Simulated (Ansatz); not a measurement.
**C2H5GeN (SMILES C1=[N][GeH2][CH2]1): HF/def2-SVP**

What is the electronic atomisation energy of C2H5GeN at HF/def2-SVP? 

Program for the calculation: Ansatz 0.2.0.

82 further runs of the same task are left out: 82 set aside as unsound or not needed.

## Step 1: The structure to begin with

C2H5GeN: 9 atoms, total charge 0, spin state singlet. SMILES: `C1=[N][GeH2][CH2]1`. The shape is that of a PBE0-D4/def2-TZVP optimisation.

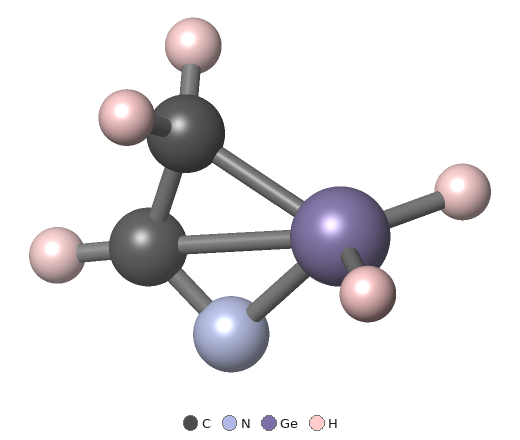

The structure, seen from a chosen angle (carbon dark grey, nitrogen light blue, germanium purple, hydrogen pink).

## Step 2: A single-point energy at HF/def2-SVP

Contents of in.yaml:

```yaml
crystal:
  periodic: [false, false, false]
  atoms:
    - {symbol: C, position_ang: [-0.186800, -0.549700, -1.075100]}
    - {symbol: "N", position_ang: [1.035900, -0.182500, -1.141500]}
    - {symbol: Ge, position_ang: [0.903900, 0.560600, 0.613000]}
    - {symbol: C, position_ang: [-0.885400, -0.197100, 0.218500]}
    - {symbol: H, position_ang: [-0.675600, -1.079500, -1.903400]}
    - {symbol: H, position_ang: [1.056500, 2.089100, 0.684100]}
    - {symbol: H, position_ang: [1.776000, -0.127000, 1.676700]}
    - {symbol: H, position_ang: [-1.720500, 0.497400, 0.107000]}
    - {symbol: H, position_ang: [-1.215600, -1.057700, 0.803700]}
basis:
  gaussian: {orbitals: def2-SVP}
hamiltonian: {xc: hf}
accuracy: high
output: {orbitals: {seedname: orbitals}}
```

Launch:

```sh
$ ansatz run in.yaml --threads 1 --pin off --max-ram 3480MiB --events-out events.jsonl --progress --plain --runs-dir runs
```

Output:

```text
Warning: RAYON_NUM_THREADS=1 ignored (pool sized by the plan → 1); use --threads N
Functional definition: HF
  name "HF"
  exchange = exact_x
  correlation = 0
2271 factors; integrals over basis functions are off by at most 4.6e-9 eV
mean field evaluation 1: about -60080.8393 eV, gradient 3.2e1 eV
mean field evaluation 2: about -60080.9324 eV, gradient 3.2e1 eV
mean field evaluation 4: about -60083.8661 eV, gradient 4.0e0 eV
mean field evaluation 8: about -60083.9281 eV, gradient 3.5e-1 eV
mean field -60083.92931063 eV, -2208.0436758155 hartree, gradient 3.4e-8 eV, S^2 0.000000; 0 other end points of the search recorded, 0 dependent functions left out
reference -60083.92931063 eV, -2208.0436758155 hartree; 28, 28 occupied and 71, 71 virtual orbitals, 2271 factors
Total energy: -60083.92931063 eV, -2208.0436758155 hartree
```

It took 1.9 s on 1 thread of AMD EPYC 9R45 (Zen 5), shared host; peak memory 0.33 GiB.

## Step 3: The C atom, same level

Contents of job.yaml:

```yaml
crystal:
  periodic: [false, false, false]
  atoms:
    - {symbol: C, position_ang: [0.000000, 0.000000, 0.000000]}
basis:
  gaussian: {orbitals: def2-SVP}
magnetization: {spin_polarized: true, initial_magnetization: 2}
hamiltonian: {xc: hf}
accuracy: high
```

Run the same way, it converges to -37.64523 Eh (log not shown).

## Step 4: The Ge atom at the same level

Contents of molecule.yaml:

```yaml
crystal:
  periodic: [false, false, false]
  atoms:
    - symbol: Ge
      position_ang: [0.000000, 0.000000, 0.000000]
basis:
  gaussian: {orbitals: def2-SVP}
magnetization: {spin_polarized: true, initial_magnetization: 2}
hamiltonian: {xc: hf}
accuracy: high
```

Run the same way, it converges to -2075.05805 Eh (log not shown).

## Step 5: The H atom

Contents of input.yaml:

```yaml
basis:
  gaussian: {orbitals: def2-SVP}
crystal:
  periodic: [false, false, false]
  atoms:
    - {symbol: H, position_ang: [0.000000, 0.000000, 0.000000]}
magnetization: {spin_polarized: true, initial_magnetization: 1}
hamiltonian: {xc: hf}
accuracy: high
```

Run the same way, it converges to -0.49928 Eh (log not shown).

## Step 6: The N atom, same level

Contents of in.yaml:

```yaml
crystal:
  periodic: [false, false, false]
  atoms:
    - {symbol: N, position_ang: [0.000000, 0.000000, 0.000000]}
basis:
  gaussian:
    orbitals: def2-SVP
accuracy: high
hamiltonian:
  xc: hf
magnetization:
  spin_polarized: true
  initial_magnetization: 3
```

Run the same way, it converges to -54.33653 Eh (log not shown).

## Step 7: Summary of results

At HF/def2-SVP:

```
                     quantity           value
       molecule: total energy  -2208.04368 Eh
        molecule: HOMO energy       -10.35 eV
        molecule: LUMO energy         3.38 eV
      molecule: HOMO–LUMO gap        13.73 eV
         C atom: total energy    -37.64523 Eh
                 C atom: ⟨S²⟩           2.007
        Ge atom: total energy  -2075.05805 Eh
                Ge atom: ⟨S²⟩           2.009
         H atom: total energy     -0.49928 Eh
                 H atom: ⟨S²⟩           0.750
         N atom: total energy    -54.33653 Eh
                 N atom: ⟨S²⟩           3.757
electronic atomisation energy       23.463 eV
```

**Reading.** Taking the molecule apart into free atoms costs 23.46 eV (541 kcal/mol), before zero-point energy and without spin-orbit coupling. Hartree–Fock lacks the correlation of the bonding pairs, which as a rule makes this value much too low; in minimal bases other errors can mask that.
